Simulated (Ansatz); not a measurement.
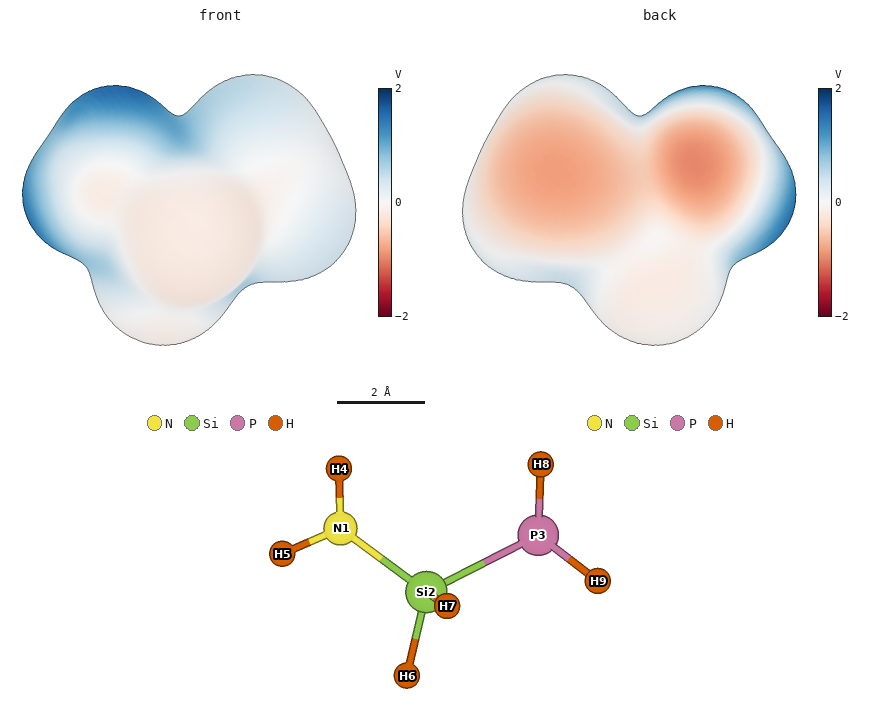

*H$_{6}$NPSi (SMILES N[SiH2]P). The molecular electrostatic potential painted on the density surface at 0.001 e/bohr³, seen from the front and from behind; red is negative and blue positive. The bare structure is drawn below in the same view.*

Geometry: PBE0-D4/def2-TZVP.

Method: RKS PBE0-D4/def2-TZVPP (Ansatz 0.2.0).

Input file:

```
crystal:
  periodic: [false, false, false]
  atoms:
    - {symbol: N, position_ang: [-0.941318, 0.534303, -1.133284]}
    - {symbol: Si, position_ang: [0.347154, 0.495494, 0.002234]}
    - {symbol: P, position_ang: [-0.190470, -0.985447, 1.618683]}
    - {symbol: H, position_ang: [-1.181341, -0.278496, -1.676369]}
    - {symbol: H, position_ang: [-1.141555, 1.382504, -1.636809]}
    - {symbol: H, position_ang: [0.437058, 1.854878, 0.597073]}
    - {symbol: H, position_ang: [1.684160, 0.163081, -0.574552]}
    - {symbol: H, position_ang: [-0.081558, -2.092065, 0.730001]}
    - {symbol: H, position_ang: [1.156371, -1.120553, 2.056024]}
basis:
  gaussian: {orbitals: def2-TZVPP}
hamiltonian: {xc: pbe0, dispersion: d4}
output: {orbitals: {seedname: orbitals}}
```

Run with:

```sh
ansatz run in.yaml --threads 2 --pin off --events-out ev --progress --plain --max-ram 4352MiB
```

**Where is the surface potential most negative and most positive?**

The most negative region (about −0.9 V, or −21 kcal/mol for a unit charge) lies over N1, the most positive (about +1.5 V, or +35 kcal/mol for a unit charge) over H4 and H5.
